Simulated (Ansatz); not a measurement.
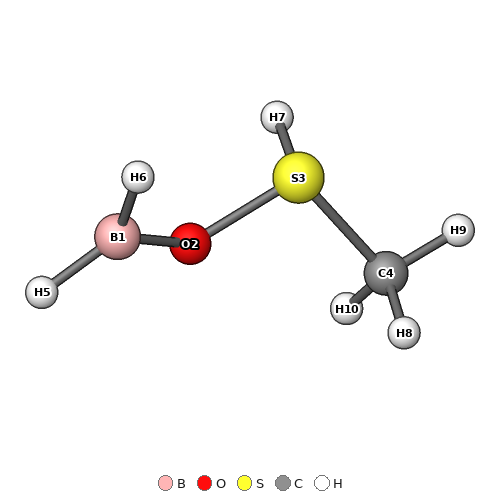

The system is CH₆BOS, SMILES BO[SH+]C, charge +1; the picture shows the reference structure. Coordinates scanned: (1) umbrella angle at B1 (between each of its bonds and their common axis; 90 is planar); (2) change of the bonds B1–O2, B1–H5, B1–H6, all alike. Nothing is relaxed (all other coordinates rigid). Grid: 11 × 11 points. Points are written as (first, second). Energies are in kJ/mol, from the lowest grid point. Theory: RHF/def2-SVP in Ansatz 0.2.0.

Its coordinates:

```xyz
10

B    -0.9270    1.9229    0.5027
O    -0.2587    0.8983   -0.1882
S     0.6832   -0.1775    0.5107
C     0.3067   -1.6468   -0.4474
H    -1.5933    2.6251   -0.1786
H    -0.7730    1.9953    1.6812
H     1.8538    0.1528   -0.0548
H    -0.6864   -1.9715   -0.1460
H     1.0490   -2.3961   -0.1742
H     0.3456   -1.4025   -1.5053
```

Range: umbrella angle at B1 (between each of its bonds and their common axis; 90 is planar) from 66.0 to 114.0°; change of the bonds B1–O2, B1–H5, B1–H6, all alike from −0.139 to 0.214 Å.

### Predict the map.

The lowest grid point is at (90.0°, 0.003 Å). It is the only kind of minimum in the scanned range. The highest grid point, (66.0°, −0.139 Å), lies 312 kJ/mol above the lowest. Round the minimum the two coordinates are nearly uncoupled.

```
second ↓, first →  66.0  70.8  75.6  80.4  85.2  90.0  94.8  99.6  104.4  109.2  114.0
            0.214   284   233   193   166   149   144   149   165    193    232    284
            0.179   252   198   157   129   112   106   112   129    157    198    252
            0.144   224   168   126    96    78    72    78    96    125    167    223
            0.108   200   142    98    68    49    43    49    67     98    142    200
            0.073   183   123    78    46    27    21    27    46     78    123    183
            0.038   174   112    65    32    13     6    12    32     65    112    174
            0.003   175   110    61    27     7     0     7    27     61    110    174
           −0.033   186   119    69    33    12     5    12    33     68    119    186
           −0.068   211   141    89    52    30    23    30    52     88    141    211
           −0.103   252   179   124    86    64    56    63    86    124    178    251
           −0.139   312   237   180   140   117   109   116   140    179    236    312
```

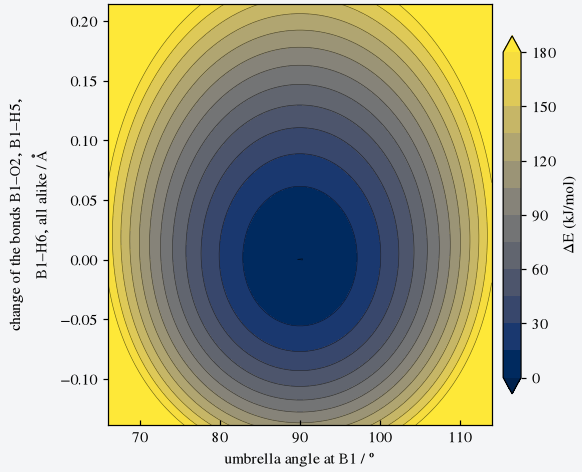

In the figure: filled contours, one colour for all values above the top of the scale. Between grid points the surface is interpolated.

Each point was launched as `ansatz run input.yaml --threads 1 --pin off --max-ram 2560MiB --backend cpu --events-out ev --progress --plain --runs-dir out`. Time for the 121 points that were run: 14 min on 1 thread of Intel(R) Xeon(R) Processor @ 2.50GHz (Skylake/Cascade Lake), with other jobs on the host.
